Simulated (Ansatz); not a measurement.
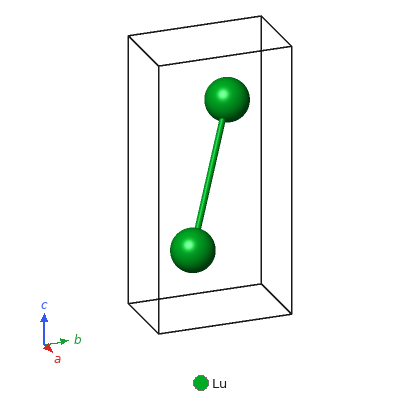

Lu, space group P6_3/mmc (No. 194), a = 3.496 Å, b = 3.496 Å, c = 5.478 Å, α = 90.00°, β = 90.00°, γ = 120.00°. Source: coordinates from a relaxation with DFT, PAW plane waves, pbe, spin-orbit (Ansatz). Forms under 0.4 % of the area are left out.

What shape follows from the Bravais–Friedel–Donnay–Harker rule?

Answer. The forms computed, by share of the surface:

| form | faces | d (Å) | share of area (%) |
| --- | --- | --- | --- |
| {100} | 6 | 3.028 | 41.6 |
| {101} | 12 | 2.650 | 40.3 |
| {002} | 2 | 2.739 | 18.1 |

The crystal is roughly equant (blocky). Widths along a, b and c stand as 1.00 : 1.00 : 0.96.

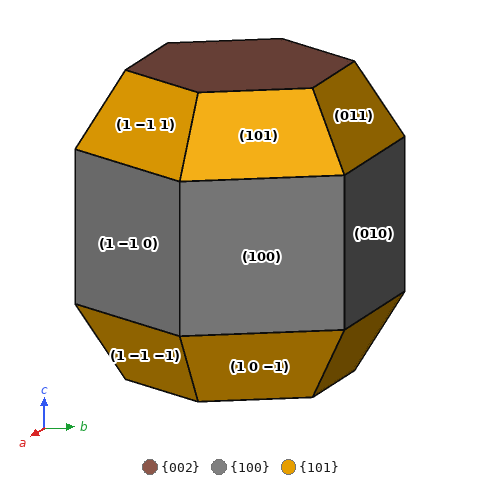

The computed shape, faces indexed. The rule is geometric and ignores bonding and growth conditions.
